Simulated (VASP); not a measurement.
Band structure of GdN (rock salt). Method: optB86b-vdW, VASP's PBE PAW potentials (set 64) (plane waves; VASP).

The 4f electrons are frozen in the core of the lanthanide potential, so 4f levels, which can set the real gap, and their magnetism are missing.

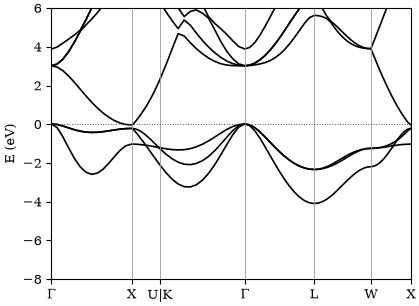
*Bands along high-symmetry lines, zero at the valence-band maximum or, without a gap, the Fermi level*

Question: Read the plot: is there a gap, and where are the band edges?

Answer: It has no gap at this level: it comes out as a metal or semimetal. (Edges off the drawn lines would not show.)

The compound is GdN in the rock salt structure. It was relaxed first.
